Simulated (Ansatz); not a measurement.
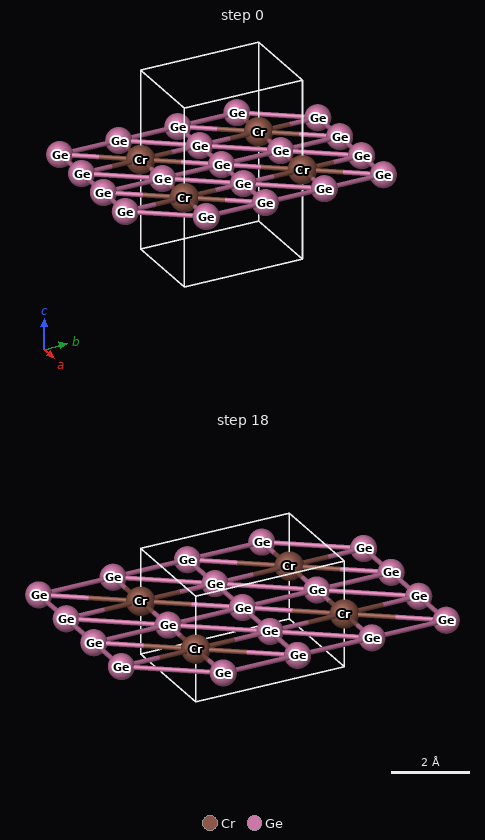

The structure of crystalline CrGe$_{3}$ (a generated structure, set up in P6/mmm) (coarse preliminary run) before (top) and after (bottom) a relaxation, at one scale.

A ball-and-stick model of the cell of the calculation, seen slightly off an axis.

Method: DFT PBE, scalar-relativistic, plane waves, PAW (Ansatz).

The input:
```yaml
crystal:
  lattice:
    - [4.33894964, 0.0, 0.0]
    - [-2.16947482, 3.75764062, 0.0]
    - [0.0, 0.0, 4.7690384]
  atoms:
    - { symbol: Cr, position: [0.0, 0.0, 0.5], spin: 3.0 }
    - { symbol: Ge, position: [0.5, 0.0, 0.5] }
    - { symbol: Ge, position: [0.0, 0.5, 0.5] }
    - { symbol: Ge, position: [0.5, 0.5, 0.5] }
basis:
  ecutwfc: 420
kpoints:
  mp_grid: { grid: [6, 6, 4] }
hamiltonian:
  xc: pbe
scf:
  occupations: { method: gaussian, width: 0.1 }
  lower_state_search: "off"
output:
  forces: true
  stress: true
  eigenvalues: true
  populations: true
magnetization:
  spin_polarized: true
relax:
  adjacent_minimum: "off"
  f_tol: 0.04
  max_steps: 70
  cell: { stress_tol: 0.4 }
```

Launched with:
```bash
ansatz run input.yaml --threads 1 --pin off --max-ram 2560MiB --backend cpu --events-out ev --progress --plain --runs-dir out
```

**Summarise the run.**

No atom moves by more than 0.005 Å relative to the cell. Cell: a = b 4.339 → 5.463 Å (+25.9 %), c 4.769 → 2.816 Å (−40.9 %). Volume −6.4 %. Among the contacts that change: Ge2–Ge2 4.769 → 2.816 Å, Cr1–Cr1 4.769 → 2.816 Å, Cr1–Ge2 2.169 → 2.731 Å, Ge2–Ge3 2.169 → 2.731 Å. The space group stays P6/mmm (No. 191). After 15 accepted moves (18 points after the start) the energy has fallen by 1871 meV per atom. All forces vanish by symmetry, so only the cell relaxes. Pressure: 64.50 GPa at the start and 0.06 GPa at the end. The line search rejected the trial step at point 11 of the run. At 2 points the geometry stayed and the basis and grid were re-selected for the new cell (energy shift of 66.8 meV per atom at most each time). Cost: 5.2 min on 1 thread of Intel(R) Xeon(R) Processor @ 2.50GHz (Skylake/Cascade Lake) (shared host), peak memory 0.45 GiB.
